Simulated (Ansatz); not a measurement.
# CCl4 (carbon tetrachloride) at PBE0/def2-SVP

What is the electronic atomisation energy of CCl4 (carbon tetrachloride) at PBE0/def2-SVP? 

Program for the calculation: Ansatz 0.2.0.

29 further runs of the same task are left out: 4 that didn't finish, 25 set aside as unsound or not needed. Runs told in other sessions of the task aren't counted.

### 1 The structure to begin with

CCl4: 5 atoms, total charge 0, spin state singlet. As SMILES, `ClC(Cl)(Cl)Cl`. The shape is that of a PBE0-D4/def2-TZVP optimisation.

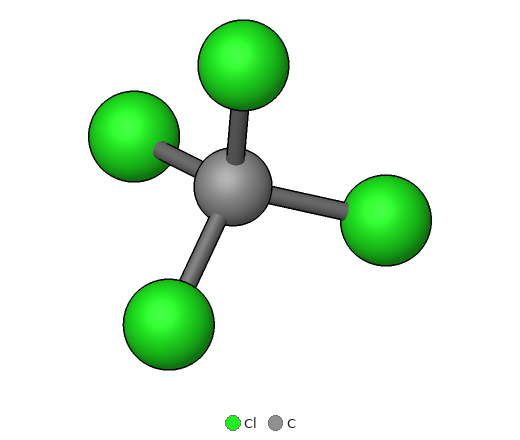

The structure, seen from a chosen angle (chlorine green, carbon grey).

### 2 A single-point energy at PBE0/def2-SVP

File molecule.yaml:

```yaml
crystal:
  periodic: [false, false, false]
  atoms:
    - {symbol: Cl, position_ang: [-0.668000, 0.146960, 1.624600]}
    - {symbol: C, position_ang: [-0.000030, 0.000120, -0.000100]}
    - {symbol: Cl, position_ang: [1.442040, -1.012680, 0.047270]}
    - {symbol: Cl, position_ang: [-1.198720, -0.733970, -1.063930]}
    - {symbol: Cl, position_ang: [0.424690, 1.599560, -0.607850]}
basis:
  gaussian:
    orbitals: def2-SVP
hamiltonian:
  xc: {name: PBE0}
accuracy: high
output: {orbitals: {seedname: orbitals}}
```

Run with:

```console
$ ansatz run molecule.yaml --threads 1 --pin off --max-ram 3480MiB --events-out events.jsonl --progress --plain --runs-dir runs
```

The log of the run:

```text
Warning: RAYON_NUM_THREADS=1 ignored (pool sized by the plan → 1); use --threads N
Functional definition: PBE0
  name "PBE0"
  parameter a = 0.25
  parameter kappa = 0.804
  parameter beta = 0.06672455060314922
  exchange = (1 - a)*pbe_x(kappa = kappa, mu = beta*pi^2/3) + a*exact_x
  correlation = pbe_c(beta = beta)
1757 factors; integrals over basis functions are off by at most 3.9e-9 eV
mean field evaluation 1: about -51091.8971 eV, gradient 1.5e1 eV
mean field evaluation 2: about -51090.7019 eV, gradient 2.9e1 eV
mean field evaluation 4: about -51092.4378 eV, gradient 3.8e-1 eV
mean field evaluation 8: about -51092.6432 eV, gradient 9.3e-4 eV
mean field evaluation 16: about -51092.6432 eV, gradient 7.6e-7 eV
mean field -51092.64323397 eV, -1877.6200070111 hartree, gradient 2.6e-8 eV, S^2 0.000000; 0 other end points of the search recorded, 0 dependent functions left out
reference -51092.64323525 eV, -1877.6200070581 hartree; 37, 37 occupied and 49, 49 virtual orbitals, 1757 factors
Total energy: -51092.64323525 eV, -1877.6200070581 hartree
```

Run time: 4.5 s. Hardware: 1 thread of Intel Xeon 6975P-C (Granite Rapids), shared host; peak memory 0.32 GiB.

### 3 The C atom, same level

File input.yaml:

```yaml
crystal:
  periodic: [false, false, false]
  atoms:
    - symbol: C
      position_ang: [0.000000, 0.000000, 0.000000]
basis:
  gaussian: {orbitals: def2-SVP}
magnetization: {spin_polarized: true, initial_magnetization: 2}
hamiltonian: {xc: {name: PBE0}}
accuracy: high
```

Run with:

```console
$ ansatz run input.yaml --threads 1 --pin off --max-ram 3480MiB --events-out events.jsonl --progress --plain --runs-dir runs
```

The log of the run, cut to the lines that bear on the results:

```text
Warning: RAYON_NUM_THREADS=1 ignored (pool sized by the plan → 1); use --threads N
[... 7 set-up lines as earlier in the session ...]
95 factors; integrals over basis functions are off by at most 2.0e-9 eV
mean field evaluation 1: about -1027.4469 eV, gradient 3.5e0 eV
mean field evaluation 2: about -1027.5152 eV, gradient 8.1e-1 eV
mean field evaluation 4: about -1027.5196 eV, gradient 2.5e-1 eV
mean field evaluation 8: about -1027.5200 eV, gradient 2.8e-5 eV
mean field -1027.52000482 eV, -37.7606636989 hartree, gradient 3.8e-8 eV, S^2 2.002432; 0 other end points of the search recorded, 0 dependent functions left out
reference -1027.52000597 eV, -37.7606637411 hartree; 4, 2 occupied and 10, 12 virtual orbitals, 95 factors
Total energy: -1027.52000597 eV, -37.7606637411 hartree
```

Run time: 0.16 s. Hardware: 1 thread of Intel Xeon 6975P-C (Granite Rapids), shared host.

### 4 The Cl atom, same level

File molecule.yaml:

```yaml
crystal:
  periodic: [false, false, false]
  atoms:
    - {symbol: Cl, position_ang: [0.000000, 0.000000, 0.000000]}
basis:
  gaussian: {orbitals: def2-SVP}
magnetization: {spin_polarized: true, initial_magnetization: 1}
hamiltonian: {xc: pbe0}
accuracy: high
```

Run the same way, it converges to -459.83853 Eh (log not shown).

### 5 Outcome

At PBE0/def2-SVP:

| quantity | value |
| --- | --- |
| molecule: total energy | -1877.62001 Eh |
| molecule: HOMO energy | -8.93 eV |
| molecule: LUMO energy | -0.73 eV |
| molecule: HOMO–LUMO gap | 8.20 eV |
| C atom: total energy | -37.76066 Eh |
| C atom: ⟨S²⟩ | 2.002 |
| Cl atom: total energy | -459.83853 Eh |
| Cl atom: ⟨S²⟩ | 0.752 |
| electronic atomisation energy | 13.748 eV |

What this shows: Taking the molecule apart into free atoms costs 13.75 eV (317 kcal/mol), before zero-point energy and without spin-orbit coupling.
